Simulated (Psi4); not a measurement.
# GeF4 (SMILES [F][Ge]([F])([F])[F]): BLYP/def2-SVP

What is the vertical ionisation energy of GeF4 at BLYP/def2-SVP? 

The calculation is run with Psi4 1.11.

5 further runs of the same task are left out: 5 that didn't finish.

## (1) The molecule

GeF4 has 5 atoms, charge 0, and is taken as a singlet. As SMILES, `[F][Ge]([F])([F])[F]`. Geometry: relaxed at PBE0-D4/def2-TZVP.

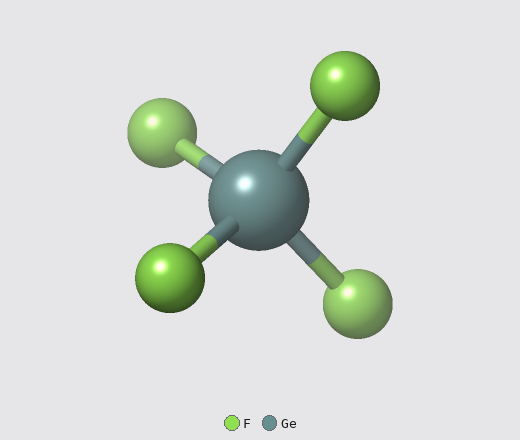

The structure, seen from a chosen angle (fluorine green, germanium teal).

## (2) Energy and gradient at BLYP/def2-SVP

Contents of calc.py:

```python
import psi4

psi4.set_memory(2200000000)
psi4.set_num_threads(1)
psi4.set_output_file('output.dat', False)

m = psi4.geometry("""
F     -0.454480     0.095450     1.626500
Ge     0.000000     0.000000     0.000000
F      1.278170    -1.095570    -0.164850
F     -1.316060    -0.525960    -0.923330
F      0.492370     1.526090    -0.538320
symmetry c1
no_reorient
no_com
""")

options = {'basis': 'def2-SVP', 'puream': True, 'e_convergence': 1e-09, 'd_convergence': 1e-08, 'scf_type': 'pk', 'dft_radial_points': 99, 'dft_spherical_points': 590}
psi4.set_options(options)

e_tot = psi4.gradient("blyp", molecule=m)
print('gradient / Eh bohr^-1')
print(e_tot.np.round(6))
for k, v in sorted(psi4.core.scalar_variables().items()):
    print(f'{k:45s} {v:18.10f}')
```

Run with:

```sh
$ python calc.py
```

output.dat:

```text
[...]
  Running in c1 symmetry.
[...]
  Nuclear repulsion =  453.504144493716979
[...]
  Multiplicity = 1
[...]
  Nalpha       = 34
  Nbeta        = 34
[...]
    Number of basis functions: 88
[...]
   @RKS iter   1: -2474.77644530519910   -2.02695e+00   2.75850e-02 DIIS/ADIIS
[...]
   @RKS iter  10: -2475.95982114018761   -2.72848e-12   2.19411e-09 DIIS
[...]
    Orbital Energies [Eh]
    ---------------------
    Doubly Occupied:
       1A   -397.256561     2A    -49.277060     3A    -43.914826
       4A    -43.914826     5A    -43.914826     6A    -24.320167
       7A    -24.320099     8A    -24.320098     9A    -24.320097
      10A     -6.084009    11A     -4.305765    12A     -4.305765
      13A     -4.305764    14A     -1.231899    15A     -1.231898
      16A     -1.231897    17A     -1.213633    18A     -1.213632
      19A     -1.102813    20A     -1.053925    21A     -1.053923
      22A     -1.053920    23A     -0.548814    24A     -0.453786
      25A     -0.453785    26A     -0.453783    27A     -0.389799
      28A     -0.389796    29A     -0.387241    30A     -0.387241
      31A     -0.387240    32A     -0.367355    33A     -0.367355
      34A     -0.367353
[...]
  @RKS Final Energy: -2475.95982114018761
   => Energetics <=
    Nuclear Repulsion Energy =            453.5041444937169786
    One-Electron Energy =               -4353.3959377567907723
    Two-Electron Energy =                1544.9970683908236424
    DFT Exchange-Correlation Energy =    -121.0650962679375056
    Empirical Dispersion Energy =           0.0000000000000000
    VV10 Nonlocal Energy =                  0.0000000000000000
    Total Energy =                      -2475.9598211401876142
[...]
 Multipole Moments:
 ------------------------------------------------------------------------------------
     Multipole            Electronic (a.u.)      Nuclear  (a.u.)        Total (a.u.)
 ------------------------------------------------------------------------------------
 L = 1.  Multiply by 2.5417464519 to convert [e a0] to [Debye]
 Dipole X            :          0.0000043           -0.0000000            0.0000043
 Dipole Y            :         -0.0001691            0.0001701            0.0000010
 Dipole Z            :          0.0000056            0.0000000            0.0000056
 Magnitude           :                                                    0.0000071
[...]
  -Total Gradient:
     Atom            X                  Y                   Z
    ------   -----------------  -----------------  -----------------
       1        0.006375652667    -0.001415179809    -0.022908365652
       2        0.000002139954     0.000003624884     0.000002519607
       3       -0.017984762038     0.015342873137     0.002280301380
       4        0.018557750844     0.007444427672     0.012991245082
       5       -0.006918928943    -0.021526775252     0.007637045526
[...]
```

On the terminal:

```text
gradient / Eh bohr^-1
[[ 6.3760e-03 -1.4150e-03 -2.2908e-02]
 [ 2.0000e-06  4.0000e-06  3.0000e-06]
 [-1.7985e-02  1.5343e-02  2.2800e-03]
 [ 1.8558e-02  7.4440e-03  1.2991e-02]
 [-6.9190e-03 -2.1527e-02  7.6370e-03]]
CURRENT ENERGY                                  -2475.9598211402
CURRENT REFERENCE ENERGY                        -2475.9598211402
DD SOLVATION ENERGY                                 0.0000000000
DFT FUNCTIONAL TOTAL ENERGY                     -2475.9598211402
DFT TOTAL ENERGY                                -2475.9598211402
DFT VV10 ENERGY                                     0.0000000000
DFT XC ENERGY                                    -121.0650962679
GRID ELECTRONS ALPHA                               33.9999990619
GRID ELECTRONS BETA                                33.9999990619
GRID ELECTRONS TOTAL                               67.9999981239
NUCLEAR REPULSION ENERGY                          453.5041444937
ONE-ELECTRON ENERGY                             -4353.3959377568
PCM POLARIZATION ENERGY                             0.0000000000
PE ENERGY                                           0.0000000000
SCF ITERATION ENERGY                            -2475.9598211402
SCF ITERATIONS                                     10.0000000000
SCF TOTAL ENERGY                                -2475.9598211402
TWO-ELECTRON ENERGY                              1544.9970683908
XC GRID RADIAL POINTS                              99.0000000000
XC GRID SPHERICAL POINTS                          590.0000000000
XC GRID TOTAL POINTS                           280846.0000000000
```

Wall time 17 s (1 thread of AMD EPYC 7R43 (Zen 3), shared host); peak memory 0.82 GiB.

## (3) The doublet cation, same level

Contents of job.inp:

```
memory 2200 mb

molecule m {
  1 2
  F
  Ge 1 1.691498
  F 2 1.691499 1 109.4687
  F 2 1.691504 1 109.47443 3 120.00005
  F 2 1.691499 1 109.47042 3 -120.00164
  symmetry c1
  no_reorient
  no_com
}

set basis def2-SVP
set reference uks
set puream true
set e_convergence 1e-09
set d_convergence 1e-08
set scf_type pk
set dft_radial_points 99
set dft_spherical_points 590
set maxiter 100

e, wfn = gradient("blyp", return_wfn=True)
oeprop(wfn, "QUADRUPOLE", "DIPOLE", "MULLIKEN_CHARGES", title="BLYP")
print_variables()
```

Run with:

```sh
$ psi4 -i job.inp -o job.out -n 1
```

job.out (excerpt; [...] marks lines left out):

```text
[...]
  Running in c1 symmetry.
[...]
  Nuclear repulsion =  453.504088634689083
[...]
  Multiplicity = 2
[...]
  Nalpha       = 34
  Nbeta        = 33
[...]
    Number of basis functions: 88
[...]
   @UKS iter   1: -2474.26788420951698   -1.51839e+00   2.76281e-02 DIIS/ADIIS
[...]
   @UKS iter  40: -2475.45223741133668    0.00000e+00   1.99994e-09 DIIS
[...]
   @S^2 Observed:                7.518413757E-01
[...]
  @UKS Final Energy: -2475.45223741133668
   => Energetics <=
    Nuclear Repulsion Energy =            453.5040886346890829
    One-Electron Energy =               -4333.3652890591438336
    Two-Electron Energy =                1524.9946798434484663
    DFT Exchange-Correlation Energy =    -120.5857168303305684
    Empirical Dispersion Energy =           0.0000000000000000
    VV10 Nonlocal Energy =                  0.0000000000000000
    Total Energy =                      -2475.4522374113366823
[...]
  -Total Gradient:
     Atom            X                  Y                   Z
    ------   -----------------  -----------------  -----------------
       1        0.000074694877    -0.002347061342     0.037371972773
       2       -0.000002542197     0.000000604447     0.000000195154
       3        0.000059830198     0.034402145242    -0.014597667420
       4       -0.031900701961    -0.016057226212    -0.011346509094
       5        0.031856681048    -0.016123298741    -0.011416888441
[...]
 Multipole Moments:
 ------------------------------------------------------------------------------------
     Multipole            Electronic (a.u.)      Nuclear  (a.u.)        Total (a.u.)
 ------------------------------------------------------------------------------------
 L = 1.  Multiply by 2.5417464519 to convert [e a0] to [Debye]
 Dipole X            :          0.0000182           -0.0000058            0.0000124
 Dipole Y            :         -0.0000061            0.0000047           -0.0000014
 Dipole Z            :          0.0000189           -0.0000003            0.0000186
 Magnitude           :                                                    0.0000224
 L = 2.  Multiply by 1.3450342976 to convert [e a0^2] to [Debye ang]
 Quadrupole XX       :       -145.5207466          122.6054859          -22.9152607
 Quadrupole XY       :          0.0027337           -0.0026766            0.0000571
[...]
  Mulliken Charges: (a.u.)
   Center  Symbol    Alpha    Beta     Spin     Total
[...]
```

Run time: 55 s. Hardware: 1 thread of AMD EPYC 7R43 (Zen 3), shared host; peak memory 0.83 GiB.

## (4) Outcome

At BLYP/def2-SVP:

| quantity | value |
| --- | --- |
| singlet GeF4: total energy | -2475.95982 Eh |
| singlet GeF4: dipole moment | 0.00 D |
| singlet GeF4: HOMO energy | -10.00 eV |
| singlet GeF4: LUMO energy | -2.61 eV |
| singlet GeF4: HOMO–LUMO gap | 7.38 eV |
| singlet GeF4: largest force on an atom | 1.227 eV/Å |
| doublet cation: total energy | -2475.45224 Eh |
| doublet cation: HOMO energy (highest over α and β) | -17.70 eV |
| doublet cation: LUMO energy (lowest over α and β) | -17.63 eV |
| doublet cation: ⟨S²⟩ | 0.752 |
| doublet cation: largest force on an atom | 1.928 eV/Å |
| vertical ionisation energy (to the doublet cation) | 13.812 eV |

Removing an electron at fixed nuclei costs 13.81 eV (1333 kJ/mol). The largest force (singlet GeF4) is 1.23 eV/Å: the shape isn't a stationary point for this species at this level. The negative HOMO energy of the first species, 10.00 eV, lies 3.82 eV below that difference.
